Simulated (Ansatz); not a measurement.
# Al2Te3Se2: complex band structure, part 2 of 3

A new crystal, Al2Te3Se2: structure, gap and complex bands. It is built by putting Se for part of the Te in the Al2Te5 structure of space group C2/m, with the volume rescaled by atomic radii. The parent structure comes from the Materials Project.

Ansatz 0.2.0; r2SCAN DFT, plane waves, PAW files (the session's first sound run).

So far. Step 2 (Relaxing the new crystal): The largest force component on a free atom ends at 0.012 eV/Å.

The structure was built from a prototype and need not be the compound's stable phase.

**3. The bulk crystal and its band edges**

The energy window and the wavevectors of the next steps follow from the band edges, so these are searched first, off the mesh as well.

input.yaml reads:

```yaml
crystal:
  lattice:
    - [6.8564098842, -2.0194833486, -0.0124937107]
    - [6.8564098842, 2.0194833486, -0.0124937107]
    - [-6.0763610302, 0.0, 7.9781996261]
  atoms:
    - { symbol: Al, position: [0.3715487958, 0.3715487958, 0.6035992251] }
    - { symbol: Al, position: [0.6335656986, 0.6335656986, 0.4056336789] }
    - { symbol: Se, position: [0.5717502871, 0.5717502871, 0.853481623] }
    - { symbol: Te, position: [0.4203040077, 0.4203040077, 0.1177128527] }
    - { symbol: Te, position: [0.0043543096, 0.0043543096, -0.0119594359] }
    - { symbol: Te, position: [0.178468122, 0.178468122, 0.6070143081] }
    - { symbol: Se, position: [0.8200087792, 0.8200087792, 0.4245177481] }
kpoints:
  mp_grid: { grid: [6, 6, 4] }
  band_path: { path: [VBM, CBM], npoints: 30 }
scf:
  occupations: { method: fixed }
hamiltonian:
  xc: r2scan
output:
  eigenvalues: true
  write_potential: true
  write_density: true
  volumetric_format: npy
  elf: true
```

On the command line:

```console
ansatz run input.yaml --threads 2 --pin off --max-ram 4096MiB --backend cpu --events-out ev --progress --plain --runs-dir out
```

Numbers of over 12 decimals in the logs are rounded to 6 here.

What it wrote:

```text
[...]
Crystal: 7 atoms, lattice volume = 220.632 Å³
Basis set: ecut = 500 eV, 5609 PW (Γ), FFT grids on a1−a2, a2, a1+a3, exchange–correlation on 120×216×256 points (64 copies of the dense FFT grid, shifted against one another)
Bands: 52, of which v1, the nominal top of the filled ones, is band 43 counted from 1 (42 counted from 0)
Symmetry: 2 space group operations
[...]
k-points: 47 of 144 (time reversal used)
[...]
SCF iter   1: F=—  HF=-33025.338374 eV  |F-HF|=—  |Δ(HF+E_count)|=         —  Δρ=3.70e-3  dr2=8.16e-2  dr2_τ=2.03e-2  ethr=1.77e-3  ⟨swp⟩=5.3  Hψ=8056  notcnv=0  defer=324
[...]
SCF iter   8: F=-33025.389394 eV  HF=-33025.389394 eV  |F-HF|=1.23e-8  |Δ(HF+E_count)|=   1.78e-7  Δρ=3.07e-6  dr2=3.58e-8  dr2_τ=5.93e-10  ethr=1.16e-10  ⟨swp⟩=12.3  Hψ=10165  notcnv=0
SCF 1 converged in 8 iterations: F = -33025.389394 eV  dr2 = 3.58e-8
[...]
NSCF: frozen V_eff on 68 k-points
[...]
SCF converged after 8 iterations
Free energy (F): -33025.389394 eV
[...]
Internal energy: -33025.389394 eV  (E = F + TS)
E sigma→0 (E₀):  -33025.389394 eV
Fermi energy:    5.721717 eV
[...]
--- Band table (eV; the first three rows and the last of 47) ---
  k-point 0: bands = [... 39 lower, 4.2482, 4.8636, 4.9001, 5.1814, 7.6003, 7.9097, 8.0339, 8.5767, ... 5 higher]
  k-point 1: bands = [... 39 lower, 4.1919, 4.9620, 4.9658, 5.4900, 7.5094, 7.8252, 7.9861, 8.8672, ... 5 higher]
  k-point 2: bands = [... 39 lower, 4.1408, 5.0252, 5.0720, 5.7217, 7.4413, 7.7177, 7.9384, 9.0675, ... 5 higher]
  k-point 46: bands = [... 39 lower, 4.3393, 4.9935, 5.0838, 5.1692, 7.3636, 7.6082, 7.8575, 8.3180, ... 5 higher]
```

It took 4.3 min on 2 threads of Arm Neoverse V1, shared host; peak memory 1.3 GiB.

Numbers from this step:

* Fermi energy: 5.722 eV
* gap on the k-mesh: 1.623 eV
* gap on path: 1.574 eV, by band count; negative where bands overlap
* direct gap on path: 1.720 eV
* edge places on path: 0, 0.5547 1/A along the path

The electronic bands at the labelled points (eV, zero at the Fermi level (highest filled level under fixed occupations); v1 is the highest filled band, c1 the lowest empty one):

```csv
point,v4,v3,v2,v1,c1,c2,c3,c4
VBM,-1.58,-0.70,-0.65,0.00,1.72,2.00,2.22,3.35
CBM,-1.46,-0.72,-0.70,-0.39,1.57,2.11,2.20,2.98
```

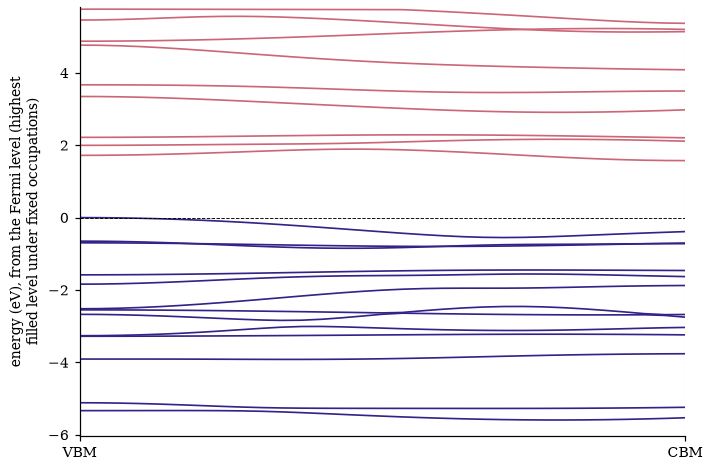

Electronic bands along the path; lines of filled and empty bands in two colours.

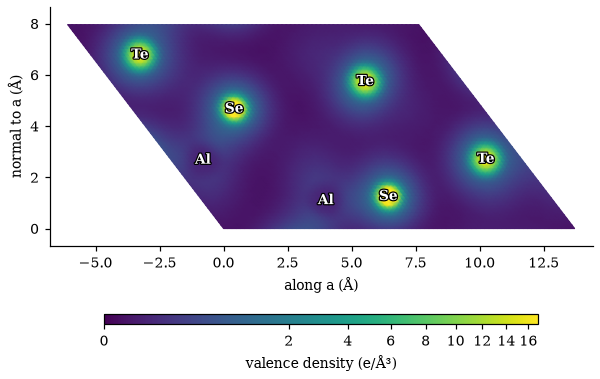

Valence density in the ac plane of the conventional cell at fractional y = 0.000, with atoms of Al and Se and Te within 0.2 Å of it. It is the smooth field of the valence electrons, not physical close to the nuclei. The map starts off the cell's origin, so that atoms lie inside it. The colour scale is stretched toward low values.

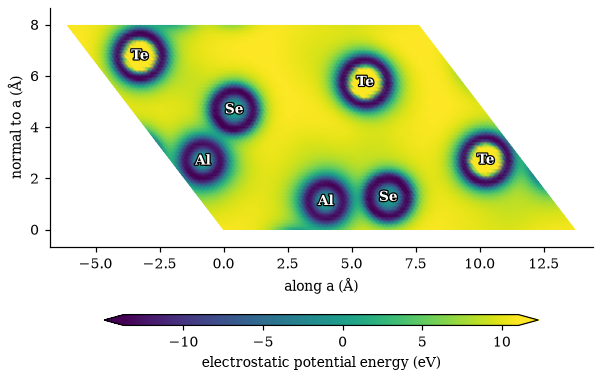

Electrostatic potential energy in the ac plane of the conventional cell at fractional y = 0.000, with atoms of Al and Se and Te within 0.2 Å of it. With pseudopotentials it is smooth inside the atoms' cores, unlike the true potential. The map starts off the cell's origin, so that atoms lie inside it.

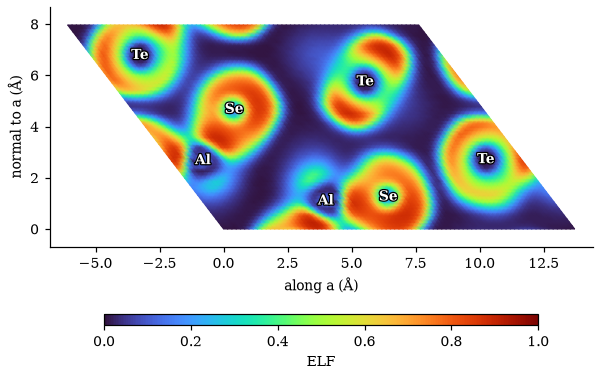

ELF in the ac plane of the conventional cell at fractional y = 0.000, with atoms of Al and Se and Te within 0.2 Å of it. It is the smooth field of the valence electrons, not physical close to the nuclei. The map starts off the cell's origin, so that atoms lie inside it.

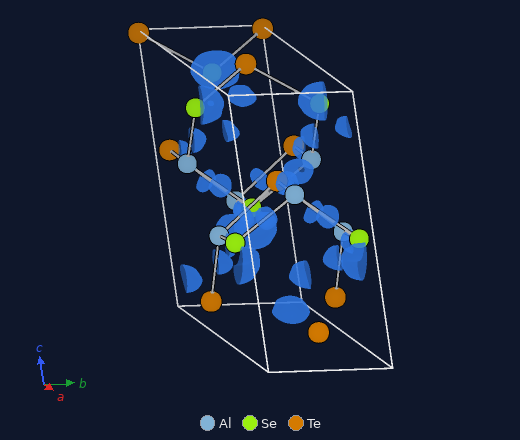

Surface of ELF = 0.83. Bonds to atoms that aren't drawn are left out.

The searched edges give 1.57 eV, under the 1.62 eV of the mesh, which misses an edge.

**4. Decaying states in the gap, plane (001), k-mesh 6×6×6**

This step: r2SCAN DFT, plane waves, PAW files; complex bands by layer matching along the plane's normal (Ansatz 0.2.0).

The same crystal is laid in a cell whose first two vectors span the (001) plane (indices of the standard conventional cell, whose axes can be ordered otherwise than in the bulk input). At fixed energy and wavevector in the plane the solver finds all kz, real and complex. A few wavevectors are listed, (0, 0) and (0, 0.2344) in units of the plane's reciprocal vectors; the slowest state needn't be among them.

input.yaml reads:

```yaml
crystal:
  lattice:
    - [4.038966697, 0.0, 0.0]
    - [2.019483349, 6.856421267, 0.0]
    - [2.019483349, 0.76553252, 7.967114089]
  atoms:
    - { symbol: Al, position: [0.6284512042, 0.1394983665, 0.6035992251] }
    - { symbol: Al, position: [0.3664343014, 0.8614977183, 0.4056336789] }
    - { symbol: Se, position: [0.4282497129, 0.2900189512, 0.853481623] }
    - { symbol: Te, position: [0.5796959923, 0.7228951627, 0.1177128527] }
    - { symbol: Te, position: [0.9956456904, 0.0206680551, 0.9880405641] }
    - { symbol: Te, position: [0.821531878, 0.7499219359, 0.6070143081] }
    - { symbol: Se, position: [0.1799912208, 0.2154998103, 0.4245177481] }
kpoints:
  mp_grid: { grid: [6, 6, 6] }
scf:
  occupations: { method: fixed }
hamiltonian:
  xc: r2scan
output:
  eigenvalues: true
  transmission:
    leads: [[0, 0]]
    kpoints: [[0.0, 0.0], [0.0, 0.2344]]
    e_range: [-1.0, 2.57]
    de: 0.07
```

What it wrote:

```text
[...]
Crystal: 7 atoms, lattice volume = 220.632 Å³
Basis set: ecut = 500 eV, 5609 PW (Γ), exchange–correlation on 120×216×256 points (64 copies of the dense FFT grid, shifted against one another)
Bands: 52, of which v1, the nominal top of the filled ones, is band 43 counted from 1 (42 counted from 0)
Symmetry: 2 space group operations
[...]
k-points: 68 of 216 (time reversal used)
[...]
SCF iter   1: F=—  HF=-33025.338377 eV  |F-HF|=—  |Δ(HF+E_count)|=         —  Δρ=3.70e-3  dr2=8.18e-2  dr2_τ=2.03e-2  ethr=1.77e-3  ⟨swp⟩=5.3  Hψ=11670  notcnv=0  defer=465
[...]
SCF iter   8: F=-33025.389391 eV  HF=-33025.389391 eV  |F-HF|=1.26e-8  |Δ(HF+E_count)|=   1.77e-7  Δρ=3.10e-6  dr2=3.64e-8  dr2_τ=6.09e-10  ethr=1.16e-10  ⟨swp⟩=12.5  Hψ=14824  notcnv=0
SCF 1 converged in 8 iterations: F = -33025.389391 eV  dr2 = 3.64e-8
[...]
transmission: 11 of 22 steps passed
transmission: 22 of 22 steps passed
SCF converged after 8 iterations
Free energy (F): -33025.389391 eV
[...]
Internal energy: -33025.389391 eV  (E = F + TS)
E sigma→0 (E₀):  -33025.389391 eV
Fermi energy:    5.721718 eV
[...]
--- Band table (eV; the first three rows and the last of 68) ---
  k-point 0: bands = [... 39 lower, 4.2482, 4.8636, 4.9001, 5.1814, 7.6003, 7.9097, 8.0339, 8.5767, ... 5 higher]
  k-point 1: bands = [... 39 lower, 4.2192, 4.9115, 4.9340, 5.3514, 7.5443, 7.8794, 8.0100, 8.7325, ... 5 higher]
  k-point 2: bands = [... 39 lower, 4.1659, 4.9961, 5.0164, 5.6109, 7.4787, 7.7677, 7.9622, 8.9772, ... 5 higher]
  k-point 67: bands = [... 39 lower, 3.7487, 4.3403, 4.4619, 4.7158, 8.0380, 8.1949, 8.6842, 9.1465, ... 5 higher]
--- Transmission ---
  basis      : 291 plane waves across, 11 finite elements along
  points     : 2, as listed
  energies   : 52 from -1.000000 to 2.570000 eV about the Fermi level, 0.070000 eV apart; the leads are filled to 0.798138 eV, and channels, transmission and decay are at 0.820000 eV
  crystal 0  : Se2Te3Al2, at the sites [0, 0], period 7.9671 Å: whole cells are its period
    offset         : up to 0.0000 Å between an atom of the period and one for which it stands
    channels       : 0.000000e0 a spin
    conductance    : none, the energies end too early or step too widely for 300 K: set another output.transmission.e_range or a lower de, or, where they end at an eighth of basis.ecutwfc, a higher one
    slowest decay  : 0.2282 /Å at (0.0000, 0.2344)
```

Elapsed: 2.7 min, on 2 threads; peak memory 1.5 GiB; 5.4 min of CPU time.

This step gave:

| Quantity | Value |
| --- | --- |
| gap on the k-mesh | 1.596 eV |
| level to which the leads are filled | 0.7981 eV from the Fermi level |
| decay constant at the filling level, zone centre | 0.2552 Å⁻¹ |
| decay constant at the filling level, slowest listed point | 0.2282 Å⁻¹ |

K parallel (0, 0); values up to 1.5 1/Å, a degenerate pair printed once or twice; energies at which all values exceed this have no row. The Im kz of the slowest decaying states by energy, zero at the highest filled level on the SCF mesh:

```csv
energy (eV),decay 1 (Å⁻¹),decay 2 (Å⁻¹),decay 3 (Å⁻¹),decay 4 (Å⁻¹)
-1.0000,0.114,0.175,0.221,0.597
-0.7200,0.115,0.201,0.600,0.829
-0.5100,0.184,0.250,0.277,0.600
-0.2300,0.281,0.293,0.382,0.598
-0.0200,0.295,0.345,0.425,0.595
0.2600,0.181,0.310,0.403,0.460
0.4700,0.226,0.319,0.446,0.474
0.7500,0.253,0.335,0.454,0.481
1.0300,0.254,0.365,0.474,0.571
1.2400,0.240,0.342,0.460,0.551
1.5200,0.191,0.298,0.427,0.517
1.7300,0.231,0.388,0.497,0.554
2.0100,0.113,0.277,0.296,0.476
2.2200,0.0921,0.328,0.460,0.535
2.5000,0.166,0.285,0.343,0.435
```

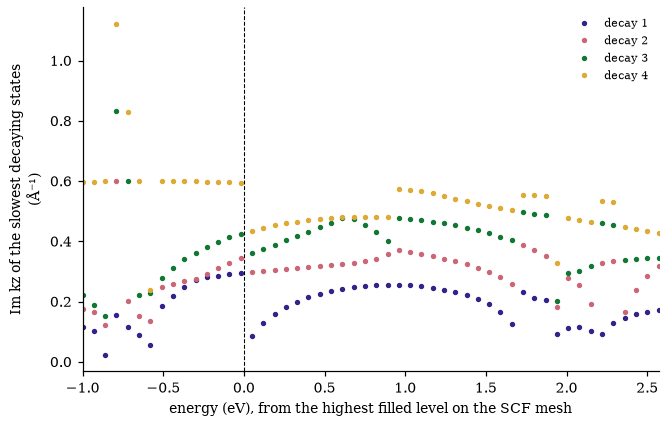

Im kz of the slowest decaying states against energy.

K parallel (0, 0.2344); values up to 1.5 1/Å, a degenerate pair printed once or twice; energies at which all values exceed this have no row. Table of Im kz of the slowest decaying states by energy, zero at the highest filled level on the SCF mesh:

```csv
energy (eV),decay 1 (Å⁻¹),decay 2 (Å⁻¹),decay 3 (Å⁻¹),decay 4 (Å⁻¹)
-1.000,0.132,0.135,0.235,0.284
-0.510,0.169,0.277,0.281,0.558
-0.020,0.0851,0.226,0.346,0.423
0.470,0.229,0.238,0.361,0.461
1.030,0.214,0.247,0.332,0.451
1.520,0.0931,0.184,0.266,0.414
2.010,0.125,0.198,0.288,0.373
2.500,0.172,0.209,0.226,0.331
```

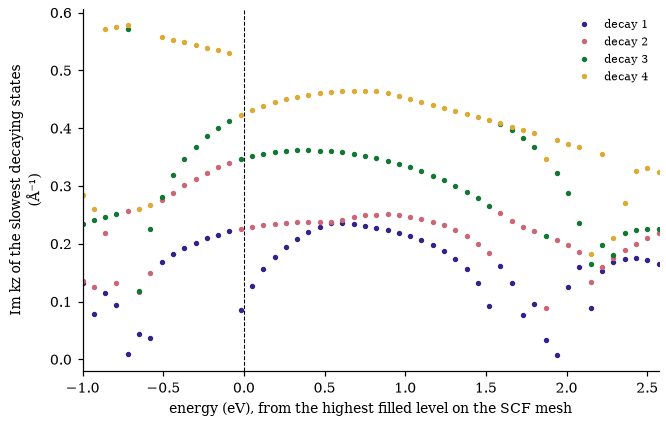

Im kz of the slowest decaying states against energy.

At the listed wavevectors the last open channel is at -0.02 eV and the next at +1.59 eV on the grid. At +0.82 eV, the grid energy nearest the filling level (the middle of the gap on the SCF mesh), the slowest state at the listed wavevectors decays with κ = 0.228 Å⁻¹, its amplitude falling by e over 4.4 Å. Through 1 nm of this crystal that state's transmission falls by exp(−2 × 0.228 Å⁻¹ × 10 Å) = 0.010.

**5. Decay over the two-dimensional zone**

The listed points could miss the slowest state, so one energy near mid-gap is solved on a mesh of 12×8.

input.yaml: that of step 4 with these lines changed.

```diff
@@ -21,6 +21,2 @@
   eigenvalues: true
-  transmission:
-    leads: [[0, 0]]
-    kpoints: [[0.0, 0.0], [0.0, 0.2344]]
-    e_range: [-1.0, 2.57]
-    de: 0.07
+  transmission: { leads: [[0, 0]], kmesh: [12, 8], e_range: [0.79, 0.8], de: 0.05 }
```

What it wrote:

```text
[...]
Crystal: 7 atoms, lattice volume = 220.632 Å³
Basis set: ecut = 500 eV, 5609 PW (Γ), exchange–correlation on 120×216×256 points (64 copies of the dense FFT grid, shifted against one another)
Bands: 52, of which v1, the nominal top of the filled ones, is band 43 counted from 1 (42 counted from 0)
Symmetry: 2 space group operations
[...]
k-points: 68 of 216 (time reversal used)
[...]
SCF iter   1: F=—  HF=-33025.338377 eV  |F-HF|=—  |Δ(HF+E_count)|=         —  Δρ=3.70e-3  dr2=8.18e-2  dr2_τ=2.03e-2  ethr=1.77e-3  ⟨swp⟩=5.3  Hψ=11670  notcnv=0  defer=465
[...]
SCF iter   8: F=-33025.389391 eV  HF=-33025.389391 eV  |F-HF|=1.26e-8  |Δ(HF+E_count)|=   1.77e-7  Δρ=3.10e-6  dr2=3.64e-8  dr2_τ=6.09e-10  ethr=1.16e-10  ⟨swp⟩=12.5  Hψ=14824  notcnv=0
SCF 1 converged in 8 iterations: F = -33025.389391 eV  dr2 = 3.64e-8
[...]
transmission: 88 of 550 steps passed
transmission: 132 of 550 steps passed
[...]
transmission: 550 of 550 steps passed
SCF converged after 8 iterations
Free energy (F): -33025.389391 eV
[...]
Internal energy: -33025.389391 eV  (E = F + TS)
E sigma→0 (E₀):  -33025.389391 eV
Fermi energy:    5.721718 eV
[...]
--- Band table (eV; the first three rows and the last of 68) ---
  k-point 0: bands = [... 39 lower, 4.2482, 4.8636, 4.9001, 5.1814, 7.6003, 7.9097, 8.0339, 8.5767, ... 5 higher]
  k-point 1: bands = [... 39 lower, 4.2192, 4.9115, 4.9340, 5.3514, 7.5443, 7.8794, 8.0100, 8.7325, ... 5 higher]
  k-point 2: bands = [... 39 lower, 4.1659, 4.9961, 5.0164, 5.6109, 7.4787, 7.7677, 7.9622, 8.9772, ... 5 higher]
  k-point 67: bands = [... 39 lower, 3.7487, 4.3403, 4.4619, 4.7158, 8.0380, 8.1949, 8.6842, 9.1465, ... 5 higher]
--- Transmission ---
  basis      : 291 plane waves across, 11 finite elements along
  points     : 50, standing for a mesh of 12 x 8
  energies   : 1 from 0.790000 to 0.790000 eV about the Fermi level; the leads are filled to 0.798138 eV, and channels, transmission and decay are at 0.790000 eV
  crystal 0  : Se2Te3Al2, at the sites [0, 0], period 7.9671 Å: whole cells are its period
[...]
channels       : 0.000000e0 a spin
    conductance    : none, crystal 0 has no channel at the energies, or these end too early or step too widely for 300 K: set another output.transmission.e_range or a lower de, or, where they end at an eighth of basis.ecutwfc, a higher one
    slowest decay  : 0.2262 /Å at (0.1667, 0.1250)
```

The job ended after 5.6 min (2 threads; peak memory 1.7 GiB).

This step gave:

* least decay constant on the mesh: 0.2262 Å⁻¹

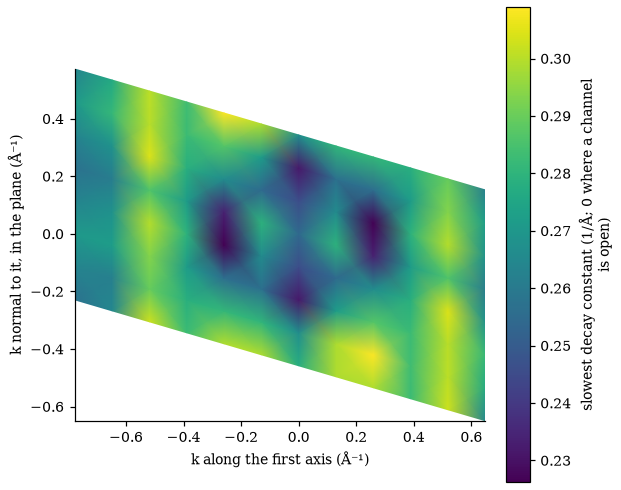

Slowest decay constant (1/Å; 0 where a channel is open) over k1 and k2. At 0.7900 eV from the Fermi level.

The least value on the mesh is 0.226 Å⁻¹ at +0.79 eV. At that energy the listed points give about 0.230 Å⁻¹ by interpolation, so the mesh holds no clearly slower state.

(Part 2 of 3 ends here.)

[Logs are printed without paths, hosts, clocks, repeated set-up lines and the standing remarks that a program may print on its own settings, such as how far it seeks lower states.]

[Hosts, paths, dates, database ids (printed as entryN), source tags and the programs' standing remarks are cut or masked in the printed files.]

[New means built here by substitution; the compound itself may be known and measured.]
